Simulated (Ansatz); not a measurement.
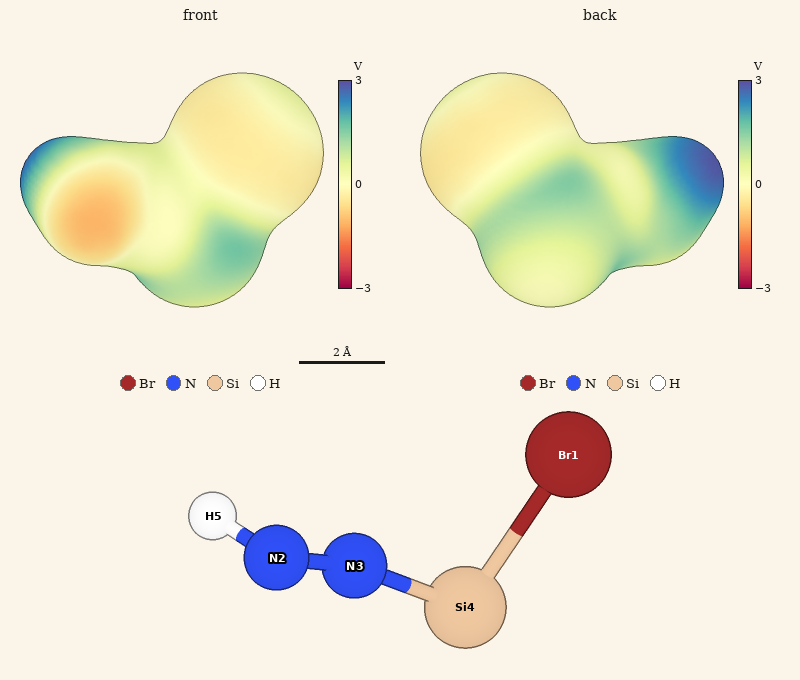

Figure 1: BrHN2Si (SMILES [NH-][N+]#[Si]Br). The electrostatic potential painted on the density surface at 0.004 e/bohr³, seen from the front and from behind; the colour scale runs from red (negative) to blue (positive). The bare structure is drawn below in the same view.

Geometry: B3LYP-D3(BJ)/def2-SVP.

The calculation used isolated molecule in a Gaussian basis; Kohn-Sham density functional theory, functional PBE0 in Ansatz.

The calculation's input:

```
crystal:
  periodic: [false, false, false]
  atoms:
    - {symbol: Br, position_ang: [0.922286, -0.597688, 3.038061]}
    - {symbol: N, position_ang: [-0.025453, -3.039633, 0.032563]}
    - {symbol: N, position_ang: [0.795763, -2.369143, 0.625803]}
    - {symbol: Si, position_ang: [2.145476, -1.776890, 1.487923]}
    - {symbol: H, position_ang: [-0.388460, -2.519199, -0.803190]}
basis:
  gaussian:
    orbitals: def2-TZVPD
hamiltonian:
  xc: {name: PBE0}
output: {forces: true, orbitals: {seedname: orbitals}}
```

Run with:

```sh
ansatz run input.yaml --threads 1 --pin off --max-ram 2610MiB --events-out events.jsonl --progress --plain --runs-dir runs
```

Q: Which sites attract a positive test charge, and which a negative one?

A: A positive charge is drawn to the negative regions and a negative charge to the positive ones. The most negative region (about −1.1 V) lies over N2, the most positive (about +2.8 V) over H5. Br1 shows a σ-hole: about +0.5 V at the tip opposite its bond, against about −0.4 V on its flanks. N2 is the likeliest acceptor of a hydrogen bond.

Q: How polar is the molecule by this calculation?

A: Its dipole moment is 2.20 D.
